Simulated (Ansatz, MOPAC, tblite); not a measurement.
# C2H8Si (dimethylsilane): methods side by side

C2H8Si, singlet, SMILES `C[SiH2]C`. Each level relaxes the structure for itself.

Each level gives the zero-point energy at each level's own minimum (kJ/mol). The values are calculated.

```tsv
level	kind	program	value (kJ/mol)
MNDOD	semi-empirical	MOPAC	250.2
PM6-D3	semi-empirical	MOPAC	212.3
PM7	semi-empirical	MOPAC	219.2
GFN1-xTB	semi-empirical	tblite	226.6
HF/STO-3G	Hartree–Fock	Ansatz	293.5
HF/3-21G	Hartree–Fock	Ansatz	252.6
HF/6-31G* (Cartesian functions)	Hartree–Fock	Ansatz	252.6
PBE/def2-SVP	GGA	Ansatz	229.5
PBE0-D4/def2-TZVP	global hybrid	Ansatz	236.3
B3LYP/6-31G* (Cartesian functions)	global hybrid	Ansatz	238.5
```

Harmonic and unscaled. The values span 212.3 to 293.5 kJ/mol. Without the sets that lack polarisation functions the rows with a basis span only 229.5 to 252.6 kJ/mol.

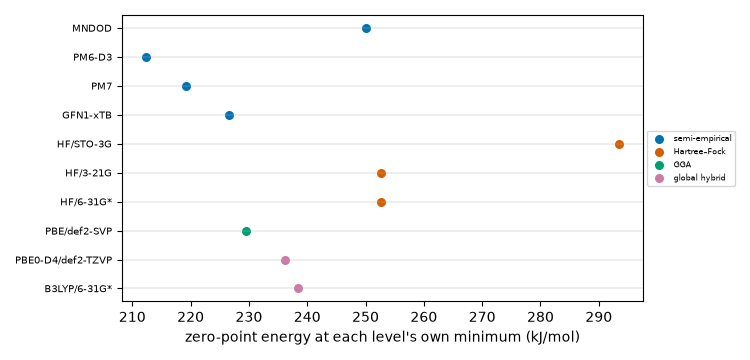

The values of the table, level by level.
